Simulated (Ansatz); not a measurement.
## C₃H₈Sn: one change and its effect

System: C₃H₈Sn, SMILES C=C[CH2][SnH3].
Method of run 1: RKS wB97M-V/def2-SVP (Ansatz 0.2.0).

The geometry comes from this level: PBE0-D4/def2-TZVP. Text and figures count atoms from 1; the logs count them from 0 in places.

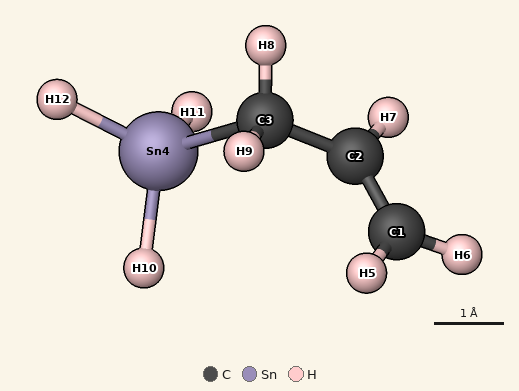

**Figure 1.** The input geometry (ball-and-stick view, seen at a tilt; atoms are numbered from 1 in the order of the input). Sticks mark near contacts.

## Input file, run 1
```yaml
crystal:
  periodic: [false, false, false]
  atoms:
    - {symbol: C, position_ang: [-0.307454, 2.071276, -0.123933]}
    - {symbol: C, position_ang: [-0.369888, 0.952460, 0.590785]}
    - {symbol: C, position_ang: [0.654794, -0.116336, 0.612008]}
    - {symbol: Sn, position_ang: [0.003122, -1.810965, -0.566719]}
    - {symbol: H, position_ang: [0.550121, 2.297939, -0.750202]}
    - {symbol: H, position_ang: [-1.111564, 2.796851, -0.106551]}
    - {symbol: H, position_ang: [-1.256051, 0.774970, 1.198420]}
    - {symbol: H, position_ang: [0.834075, -0.489458, 1.622904]}
    - {symbol: H, position_ang: [1.605019, 0.221950, 0.194068]}
    - {symbol: H, position_ang: [-0.082772, -1.335745, -2.203985]}
    - {symbol: H, position_ang: [-1.543335, -2.305566, -0.033905]}
    - {symbol: H, position_ang: [1.100934, -3.112476, -0.398989]}
basis:
  gaussian: {orbitals: def2-SVP}
hamiltonian: {xc: {name: wB97M-V}}
output: {orbitals: {seedname: orbitals}}
```

Hardware: 4 CPU threads, shared host.

## Output (run 1)
```
Functional definition: wB97M-V
  parameter omega = 0.3/bohr
  parameter cx = 0.15
  parameter cx01 = 1.007
  parameter cx10 = 0.259
  parameter css00 = 0.443
  parameter css04 = -1.437
  parameter css10 = -4.535
  parameter css20 = -3.390
  parameter css43 = 4.278
  parameter cos00 = 1.000
  parameter cos10 = 1.358
  parameter cos20 = 2.924
  parameter cos21 = -8.812
  parameter cos60 = -1.390
  parameter cos61 = 9.142
  parameter b = 6.0
  parameter c = 0.01
  gx(w, u) = 1 - cx + cx01*u + cx10*w
  gss(w, u) = css00 + css04*u^4 + css10*w + css20*w^2 + css43*w^4*u^3
  gos(w, u) = cos00 + cos10*w + (cos20 + cos21*u)*w^2 + (cos60 + cos61*u)*w^6
  exchange = spin_sum(e_x_unif_sr(omega)*gx(b97_w, b97_u_x)) + cx*exact_x_sr(omega) + exact_x_lr(omega)
  correlation = spin_sum(e_c_pw_mod_same_spin*gss(b97_w, b97_u_same))
      + integral(e_c_pw_mod_opposite_spin*gos(b97_w_opposite, b97_u_opposite)) + vv10(b, c)
1278 factors; their error is unknown
332 factors; integrals over basis functions are off by at most 9.2e-6 eV
mean field evaluation 1: about -9061.9806 eV, gradient 3.5e1 eV
mean field evaluation 2: about -9063.6144 eV, gradient 2.7e1 eV
mean field evaluation 4: about -9065.4273 eV, gradient 1.4e0 eV
mean field evaluation 8: about -9065.4564 eV, gradient 2.5e-1 eV
mean field evaluation 16: about -9065.4565 eV, gradient 2.9e-5 eV
mean field -9065.45650536 eV, -333.1493817848 hartree, gradient 2.9e-5 eV, S^2 0.000000; 0 other end points of the search recorded, 0 dependent functions left out
reference -9065.45655659 eV, -333.1493836676 hartree; 24, 24 occupied and 84, 84 virtual orbitals, 1278 factors
Total energy: -9065.45655659 eV, -333.1493836676 hartree
```

For run 2 the input was changed thus:
```diff
-  gaussian: {orbitals: def2-SVP}
+  gaussian: {orbitals: "def2-QZVPP.json"}
```

Predict how the results change.

The total energy of run 2 is 99.2 kcal/mol lower, which measures the change of basis and not a stability. The HOMO goes from −8.94 to −9.00 eV. The LUMO goes from 2.07 to 1.15 eV. The basis functions go from 108 to 493.

## Output (run 2)
```
Functional definition: wB97M-V
  parameter omega = 0.3/bohr
  parameter cx = 0.15
  parameter cx01 = 1.007
  parameter cx10 = 0.259
  parameter css00 = 0.443
  parameter css04 = -1.437
  parameter css10 = -4.535
  parameter css20 = -3.390
  parameter css43 = 4.278
  parameter cos00 = 1.000
  parameter cos10 = 1.358
  parameter cos20 = 2.924
  parameter cos21 = -8.812
  parameter cos60 = -1.390
  parameter cos61 = 9.142
  parameter b = 6.0
  parameter c = 0.01
  gx(w, u) = 1 - cx + cx01*u + cx10*w
  gss(w, u) = css00 + css04*u^4 + css10*w + css20*w^2 + css43*w^4*u^3
  gos(w, u) = cos00 + cos10*w + (cos20 + cos21*u)*w^2 + (cos60 + cos61*u)*w^6
  exchange = spin_sum(e_x_unif_sr(omega)*gx(b97_w, b97_u_x)) + cx*exact_x_sr(omega) + exact_x_lr(omega)
  correlation = spin_sum(e_c_pw_mod_same_spin*gss(b97_w, b97_u_same))
      + integral(e_c_pw_mod_opposite_spin*gos(b97_w_opposite, b97_u_opposite)) + vv10(b, c)
1469 factors; their error is unknown
409 factors; integrals over basis functions are off by at most 1.1e-5 eV
mean field evaluation 1: about -9063.9687 eV, gradient 4.9e1 eV
mean field evaluation 2: about -9065.9328 eV, gradient 4.0e1 eV
mean field evaluation 4: about -9069.7066 eV, gradient 2.3e0 eV
mean field evaluation 8: about -9069.7240 eV, gradient 4.7e-2 eV
mean field evaluation 16: about -9069.7589 eV, gradient 5.4e-5 eV
mean field -9069.75885455 eV, -333.3074902015 hartree, gradient 1.9e-5 eV, S^2 0.000000; 0 other end points of the search recorded, 0 dependent functions left out
reference -9069.75893131 eV, -333.3074930223 hartree; 24, 24 occupied and 469, 469 virtual orbitals, 1469 factors
Total energy: -9069.75893131 eV, -333.3074930223 hartree
```

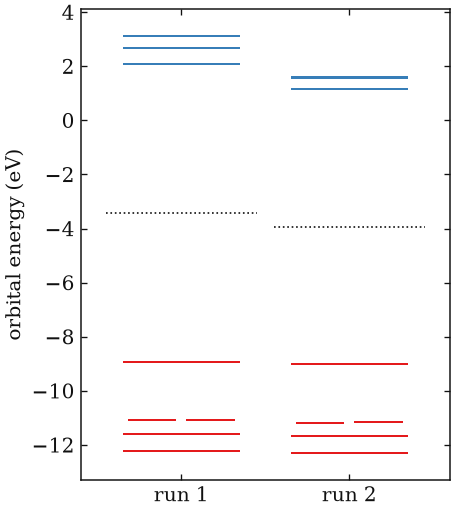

**Figure 2.** The five highest filled and three lowest empty orbital energies of the two runs; the dotted lines part filled from empty levels. The HOMO–LUMO gap is 11.01 eV in run 1 and 10.15 eV in run 2.

## The two runs side by side

| quantity | run 1 | run 2 |
| --- | --- | --- |
| outcome | converged | converged |
| total energy (hartree) | −333.149384 | −333.307493 |
| HOMO (eV) | −8.94 | −9.00 |
| LUMO (eV) | 2.07 | 1.15 |
| basis functions | 108 | 493 |
| wall time (shared host) | 2.2 s | 11 s |
